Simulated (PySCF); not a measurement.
# Frequency calculation, with input and output: C2F6

System: C2F6, SMILES FC(F)(F)C(F)(F)F.
Method: B3LYP/pcSseg-1 displacements along normal modes, gas phase (PySCF 2.14.0).

The input sets isotopic masses.

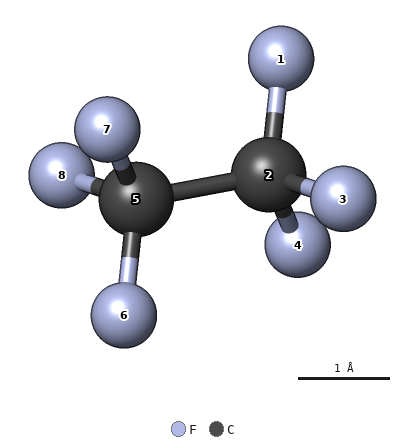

**Figure 1.** The structure as given in the input (ball-and-stick view, seen at a tilt; atoms are numbered from 1 in the order of the input).

## The input
```
{"job": {"xc": "B3LYP", "basis": "pcSseg-1", "grid": 2, "temperatures": [100, 200], "kind": "vib", "mass_numbers": [19, 13, 19, 19, 12, 19, 19, 19]}, "charge": 0, "multiplicity": 1}
F      1.289944    -0.471515    -1.110992
C      0.767633    -0.104991     0.062428
F      1.351022     1.026646     0.466287
F      1.001471    -1.063056     0.963426
C     -0.758576     0.114403    -0.086995
F     -1.280885     0.480928     1.086428
F     -0.992415     1.072468    -0.987991
F     -1.341967    -1.017233    -0.490851
```

The first line tells a small driver script what to run in PySCF; the rest is the geometry in Å.

Machine: 1 CPU thread, shared host.

Launched with:
```bash
OMP_NUM_THREADS=1 python <driver script> task.json out
```

## Output
```
mode    cm-1    km/mol   phi_rrr   E(+)/cm-1  E(-)/cm-1
  1     59.23     0.00       0.1      11.38      11.37
  2    212.09     3.44      -0.0      38.31      38.32
  3    214.28     3.38      -0.0      38.68      38.68
  4    343.21     0.00     -25.9      60.87      62.73
  5    373.78     0.00      -6.2      67.08      67.50
  6    373.93     0.00     -18.2      66.66      67.97
  7    510.84     4.84      -0.7      91.95      92.00
  8    511.45     4.85       0.2      92.09      92.08
  9    606.62     0.00       1.1     109.22     109.17
 10    606.81     0.00      -3.8     109.08     109.39
 11    701.88    37.46       1.9     126.41     126.27
 12    799.99     0.00      76.0     146.75     141.28
 13   1101.71   296.47       7.9     198.50     197.93
 14   1191.81   165.78    -116.7     210.69     219.09
 15   1192.46   166.10    -173.8     208.76     221.19
 16   1232.43   409.99     117.4     226.43     218.02
 17   1233.12   409.66    -174.1     216.08     228.56
 18   1389.22     2.33    -169.8     244.17     256.38
```

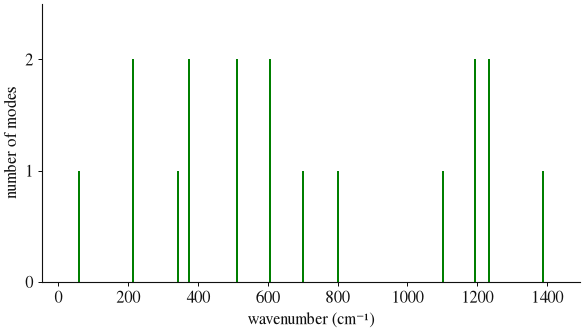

**Figure 2.** Harmonic vibrational wavenumbers from the force constants; neighbouring modes closer than 6 cm⁻¹ are counted in one stick. 18 modes from 59 to 1389 cm⁻¹, none imaginary.

## Key numbers

```json
{"quantity": "outcome", "value": "converged"}
{"quantity": "wavenumbers, lowest and highest", "value": "59 and 1389 cm⁻¹"}
{"quantity": "wall time", "value": "10 min"}
{"quantity": "peak memory", "value": "0.74 GiB"}
```
